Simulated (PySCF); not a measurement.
System: CH8BN3Si2.

Input

```
{"job": {"kind": "nmr", "xc": "revPBE", "basis": "pcSseg-1", "pop": false}, "charge": 0, "multiplicity": 1}
N      0.744232     2.490831     2.254419
C      0.119053     1.909107     1.490701
Si    -0.890635     0.964825     0.238087
N     -0.136713    -0.597241    -0.141907
Si    -0.869214    -2.142672     0.192695
B      1.098348    -0.327973    -0.721460
N      1.265828     1.138365    -0.869865
H     -1.288731     1.757923    -0.920311
H     -2.099118     0.568369     0.986769
H     -2.144018    -2.183163    -0.530937
H     -1.075517    -2.250492     1.638337
H      0.043604    -3.173747    -0.296404
H      1.891788    -1.133775    -1.030230
H      1.226104     1.466197    -1.826802
H      2.114991     1.513447    -0.463092
```

Command:

```sh
OMP_NUM_THREADS=1 python ens_run.py task.json out
```

Geometry: GFN2-xTB.

Theory: revPBE/pcSseg-1, SCF density, gas phase, non-relativistic (PySCF).

What can the converged electron density and electron localisation function tell about the bonding?

Answer. B–N (1.39 Å): ρ is about 1.9 e/Å³ halfway; the ELF peaks at about 0.90 between the atoms: a polar covalent bond.
Si–N (1.74 Å): ρ is about 1 e/Å³ halfway; the ELF peaks at about 0.90 between the atoms, as expected for a shared but strongly polarised pair.
B–N (1.48 Å): ρ is about 1.7 e/Å³ halfway; the ELF peaks at about 0.95 between the atoms; a polar covalent bond.

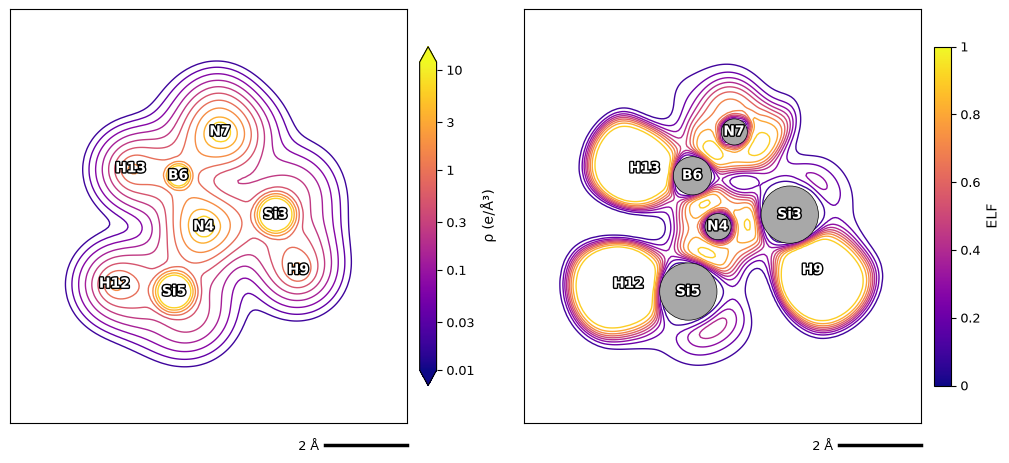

Computed electron density and electron localisation function on the plane of atoms N4, Si5 and H12, in this order. Grey discs cover the atomic cores in the ELF map. 
